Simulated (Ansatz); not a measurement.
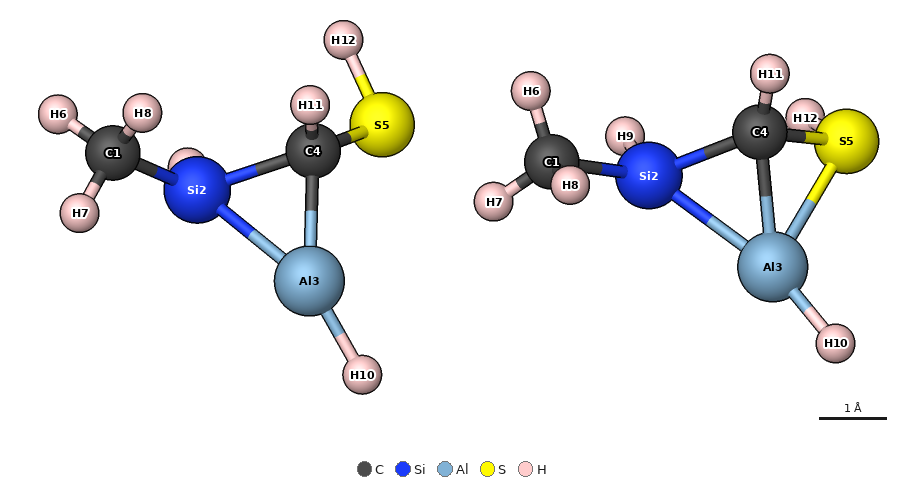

Two geometries of C$_{2}$H$_{7}$AlSSi, drawn at one scale. One is the start of a relaxation, the other its converged end. A ball-and-stick model, seen from a free direction.

Level of theory: Ansatz 0.2.0, RKS revPBE/def2-SVP. Set-up: no spin polarisation; force threshold 0.015 eV/Å; at most 40 steps.

Which geometry has the lower energy?

Answer. The right one is the relaxed one. The run prepares an end point of a later path (torsion) calculation, from a guessed geometry. The atom that moves furthest after the best rigid fit is H12 (1.38 Å). By element the largest moves are H 1.38 Å, Al 0.55 Å, S 0.45 Å, C 0.39 Å, Si 0.22 Å. Some distances before and after: Al3–S5 3.164 → 2.416 Å, C1–Si2 1.800 → 1.904 Å, C4–S5 1.745 → 1.835 Å, Si2–H9 1.444 → 1.520 Å. Among the angles between lasting bonds that change: Al3–C4–S5 114.7° → 76.8°, Al3–C4–H11 112.9° → 147.4°, Si2–Al3–H10 145.9° → 163.2°. Groups turn about C4–S5 by about 50°, C1–Si2 by about 50°. After 15 accepted moves (17 points after the start) the energy has fallen by 32.4 kcal/mol. Largest force component: 2.4 eV/Å at the start, 0.0052 eV/Å at the end. The line search rejected the trial steps at points 11, 16 of the run. The run took 87 s on 2 threads of Arm Neoverse N1 (shared host), peak memory 0.16 GiB.
